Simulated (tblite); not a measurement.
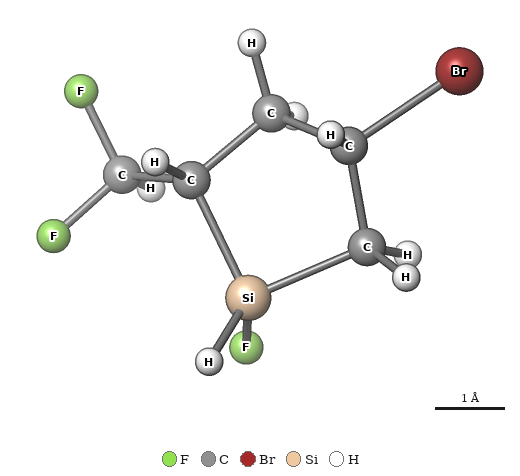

*The input geometry (ball-and-stick view, seen at a tilt).*

## Frequency calculation, with input and output: C5H8BrF3Si

C5H8BrF3Si, computed with GFN2-xTB harmonic vibrations, gas phase (tblite 0.8.0).

It belongs to a series of runs on one base structure; here: H on C replaced by CHF2.

### Input
```
{"job": {"kind": "ir", "xc": "GFN2-xTB", "basis": "xTB"}, "charge": 0, "multiplicity": 1}
F      2.543675    -1.693782     0.615984
C      2.111807    -0.635291    -0.116869
F      3.109724     0.283949    -0.063691
C      0.836234    -0.055375     0.448724
C     -0.330886    -1.050162     0.382511
C     -1.607224    -0.236111     0.549078
Br    -3.189156    -1.388146     0.327693
C     -1.603567     0.908584    -0.457173
Si     0.212659     1.482088    -0.505170
F      0.744513     1.404108    -2.026143
H      2.022626    -0.971066    -1.160127
H      1.039615     0.188655     1.495368
H     -0.248403    -1.826173     1.145236
H     -0.341266    -1.540586    -0.594874
H     -1.679912     0.147815     1.568775
H     -2.329197     1.671485    -0.182898
H     -1.893314     0.536181    -1.442830
H      0.593313     2.780146     0.004749
```

The first line tells a small driver script what to run in tblite; the rest is the geometry in Å.

Machine: 1 CPU thread, shared host.

Launched with:
```bash
OMP_NUM_THREADS=1 python <driver script> task.json out
```

### Output
```
mode    cm-1     km/mol
  1      53.1      3.16
  2      62.4      1.45
  3      81.2      4.82
  4      96.1      3.62
  5     150.3      6.79
  6     201.8      4.76
  7     208.3     10.30
  8     235.3      1.73
  9     288.2     15.31
 10     364.2      9.02
 11     389.2     18.80
 12     425.6      2.39
 13     469.8     21.19
 14     543.1     20.14
 15     566.9    115.19
 16     614.5     68.15
 17     673.3     25.65
 18     722.3     13.56
 19     764.7     36.93
 20     782.2     78.69
 21     844.2    264.79
 22     917.8      5.77
 23     965.7      5.60
 24    1008.9    109.74
 25    1030.7    118.20
 26    1053.8     22.63
 27    1090.0     59.82
 28    1105.0     57.57
 29    1123.4     74.82
 30    1168.5     11.72
 31    1197.1     11.07
 32    1222.0     30.78
 33    1241.4     36.42
 34    1264.7      7.11
 35    1271.9     28.54
 36    1287.5     26.75
 37    1319.6     44.83
 38    1333.7     24.05
 39    1462.9      6.17
 40    1492.1      1.66
 41    2425.1    247.35
 42    2906.5     27.09
 43    2954.4      4.02
 44    2955.4      9.23
 45    2968.4      6.79
 46    2973.5     48.85
 47    2996.2     19.97
 48    3022.1      8.20
```

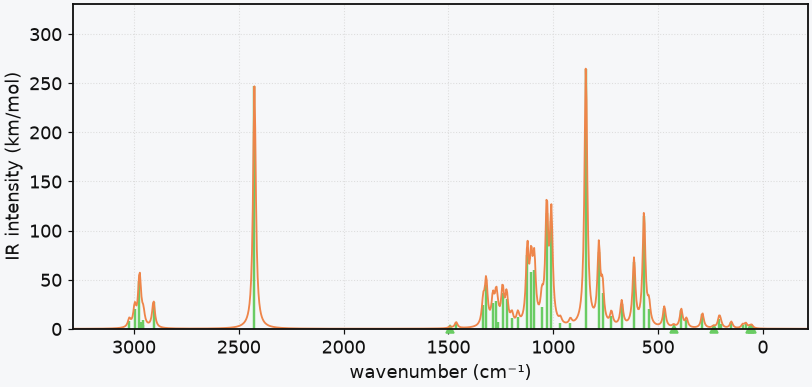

*Harmonic infrared spectrum, unscaled: sticks (degenerate modes added up, dark ones marked on the axis) with a Lorentzian envelope of 16 cm⁻¹ full width, scaled to the tallest stick.*

48 modes from 53 to 3022 cm⁻¹, none imaginary. The strongest line is at 844 cm⁻¹ (265 km/mol).

### Key numbers

- outcome: converged
- total energy: −948.9258 eV
- zero-point energy: 77.6190 kcal/mol
- wall time: 4 s
- peak memory: 0.18 GiB
